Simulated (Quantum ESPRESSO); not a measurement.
# Gap and tunnelling decay at a withheld lattice constant: CsPbCl3, cubic perovskite type

**Set-up.** Quantum ESPRESSO 7.5 (pw.x, pwcond.x with ikind = 0), PBE, GBRV ultrasoft, cubic crystals. κ is the slowest decay along [001] at mid-gap among three points across the current.

```tsv
a (Å)	gap on the mesh (eV)	κ (1/Å)
5.456	1.539	0.102
5.630	2.001	0.129
5.804	2.338	0.149
6.152	2.690	0.177
```

To predict: What are gap and κ at a = 5.978 Å?

**Worked estimate.** A line through the rows at 5.804 and 6.152 Å gives a gap of 2.338 + 0.500 × (2.690 − 2.338) = 2.51 eV and κ = 0.163 1/Å. The two-band model κ = 0.5123 √(m* E_g/4) needs m* = 0.145 at 5.804 Å; with that mass and the new gap, κ = 0.155 1/Å.

**Check.** The gap is 2.563 eV and κ = 0.165 1/Å. The line misses the gap by −0.049 eV and κ by −1.2 %; the two-band estimate misses κ by −6.4 %.

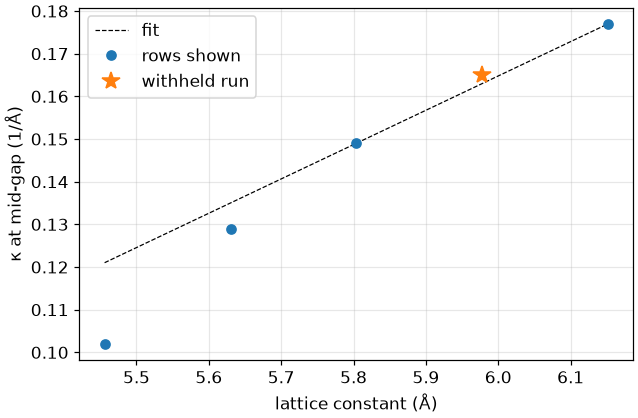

The rows shown, the fit and the withheld run.

**Limits.** The structure type is imposed. Local and semilocal gaps and decay constants are too small; no spin-orbit coupling. For an indirect gap m* is a fitting number alone.

[Logs are printed without paths, hosts, clocks, repeated set-up lines and the standing remarks that a program may print on its own settings, such as how far it seeks lower states.]
